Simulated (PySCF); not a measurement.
**C₄H₁₁N₃OSi (SMILES NC(=O)[C@H]1CC[Si]1(N)N): density, localisation and related maps**

```xyz
20

N     2.4621    0.4585    1.1566
C     1.8177   -0.2239    0.1687
O     2.1388   -1.3603   -0.1247
C     0.6941    0.5184   -0.4610
C     0.2502   -0.0312   -1.8273
C    -1.2276   -0.3860   -1.5524
Si   -0.9921    0.0046    0.3090
N    -1.8613    1.2718    1.0920
N    -0.7850   -1.2173    1.5015
H     3.1171   -0.0467    1.7303
H     2.0728    1.3067    1.5265
H     0.9004    1.5861   -0.4664
H     0.3740    0.6919   -2.6321
H     0.8334   -0.9207   -2.0622
H    -1.9123    0.2690   -2.0897
H    -1.4785   -1.4068   -1.8324
H    -2.5352    1.0189    1.7933
H    -2.2047    2.0378    0.5376
H    -0.0781   -1.9098    1.3087
H    -1.5909   -1.6503    1.9211
```

Geometry: GFN2-xTB.

Level of theory: PySCF 2.14.0, PBE0/pcSseg-1, SCF density, gas phase, non-relativistic.

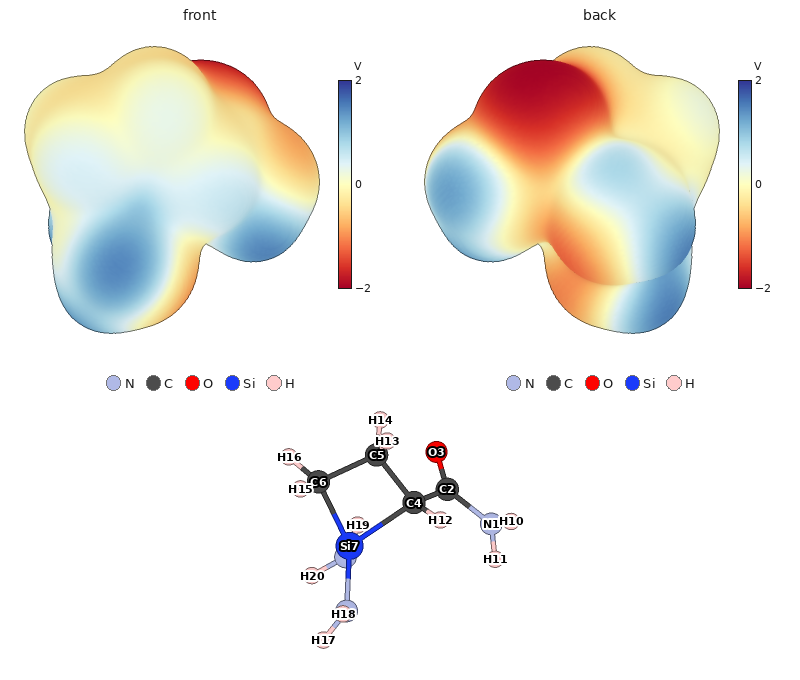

Figure 1. The molecular electrostatic potential painted on the density surface at 0.001 e/bohr³, seen from the front and from behind; the colour scale runs from red (negative) to blue (positive). The bare structure is drawn below in the same view.

Which sites attract a positive test charge, and which a negative one?

A positive charge is drawn to the negative regions and a negative charge to the positive ones. The most negative region (about −2.0 V) lies over O3, the most positive (about +1.5 V) over H11, H17, H18 and H20. O3 is the likeliest acceptor of a hydrogen bond.

How polar is the molecule by this calculation?

Its dipole moment is 4.15 D.

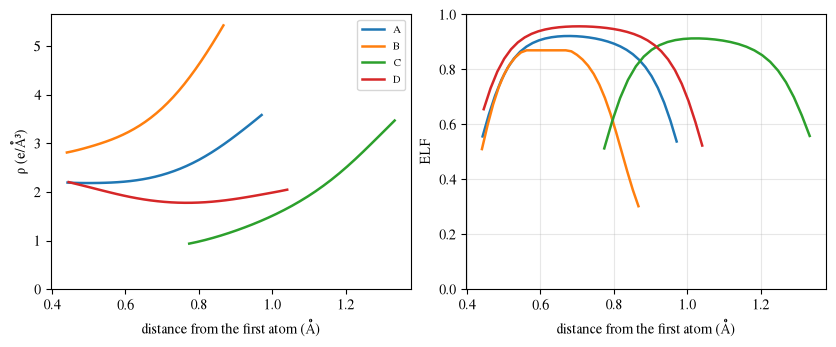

Figure 2. Electron density and ELF along straight lines between neighbouring atoms. The curves leave out the atomic cores.

Which curve belongs to which contact (C–C, C–N, C–O and Si–N)? The first atom named is at distance zero.

Curve A: C–N (1.36 Å): the density is about 2.3 e/Å³ at the midpoint; the ELF peaks at about 0.90 between the atoms, as expected for localised, covalent bonding. Curve B: C–O (1.22 Å): ρ is about 3.2 e/Å³ halfway; the ELF peaks at about 0.85 between the atoms; a multiple bond. Curve C: Si–N (1.72 Å): ρ is about 1.1 e/Å³ halfway; the ELF peaks at about 0.90 between the atoms, as expected for a shared but strongly polarised pair. Curve D: C–C (1.49 Å): ρ at the midpoint is about 1.8 e/Å³; the ELF peaks at about 0.95 between the atoms; a shared electron pair.
